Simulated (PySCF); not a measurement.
System: H₃Ge (anion, charge -1), singlet: map of symmetric stretch and umbrella angle. Scanned: Ge-H bond length and angle between the Ge-H bonds and the threefold axis (90 = planar).

Level of theory: MP2 on RHF/aug-cc-pVDZ, 9 core orbitals frozen in PySCF 2.14.0.

Energy in mEh above the lowest grid point; x is the Ge-H bond length (Å), y the angle between the Ge-H bonds and the threefold axis (90 = planar) (°).

| y \ x | 1.41 | 1.48 | 1.56 | 1.63 | 1.70 | 1.78 | 1.85 | 1.93 | 2 |
|---|---|---|---|---|---|---|---|---|---|
| 130 | 47.3 | 22.8 | 9.1 | 6.5 | 10.1 | 19.7 | 31.6 | 47.8 | 63.4 |
| 126 | 39.2 | 15.8 | 3.3 | 1.4 | 5.8 | 16.1 | 28.3 | 44.8 | 60.6 |
| 122 | 34.5 | 12.3 | 1.0 | 0.0 | 5.0 | 15.8 | 28.4 | 45.0 | 60.8 |
| 118 | 33.1 | 12.2 | 2.0 | 1.9 | 7.6 | 19.0 | 31.8 | 48.5 | 64.2 |
| 114 | 34.4 | 14.8 | 6.0 | 6.9 | 13.4 | 25.3 | 38.4 | 55.1 | 70.5 |
| 110 | 37.8 | 19.6 | 12.3 | 14.4 | 21.8 | 34.6 | 48.0 | 64.7 | 79.8 |
| 106 | 42.4 | 25.7 | 20.1 | 23.6 | 32.3 | 46.2 | 60.2 | 77.0 | 91.9 |
| 102 | 47.5 | 32.2 | 28.4 | 33.5 | 43.8 | 59.4 | 74.5 | 91.9 | 106.5 |
| 98 | 52.0 | 37.9 | 35.8 | 42.5 | 54.8 | 72.7 | 89.8 | 108.7 | 123.5 |
| 94 | 55.1 | 41.9 | 40.9 | 49.1 | 63.0 | 83.5 | 103.5 | 126.1 | 142.5 |
| 90 | 56.2 | 43.3 | 42.8 | 51.4 | 66.0 | 87.7 | 109.5 | 136.2 | 163.3 |

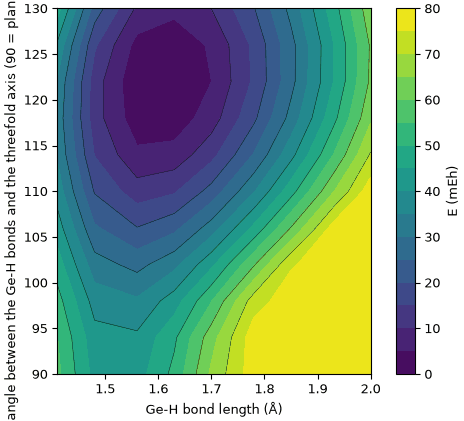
Fig. 1. Energy surface, cut off at 78 mEh.

Points that lie below all their neighbours on the grid: x = 1.63, y = 122 (0.0 mEh).
